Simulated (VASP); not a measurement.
Band structure of KBr (relaxed from the rock salt structure, space group Fm-3m). Computed with PBE GGA, VASP's PBE PAW potentials (set 64) (plane waves; VASP 6.6.1).

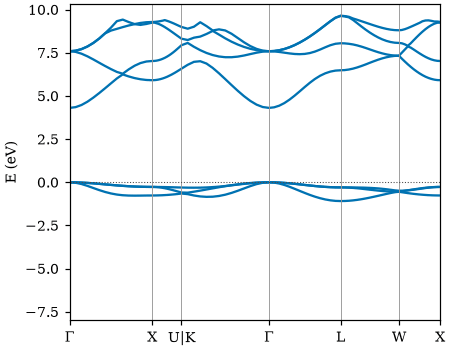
Bands along high-symmetry lines, zero at the valence-band maximum or, without a gap, the Fermi level

Task: Read the plot: is there a gap, and where are the band edges?

Result: The gap is direct, 4.31 eV, from the valence maximum at Γ to the conduction minimum at Γ. (Edges off the drawn lines would not show.)

The structure was generated: KBr was put into the rock salt type (Fm-3m), which need not be its known phase. It was relaxed first, which changed the volume by -11 %.
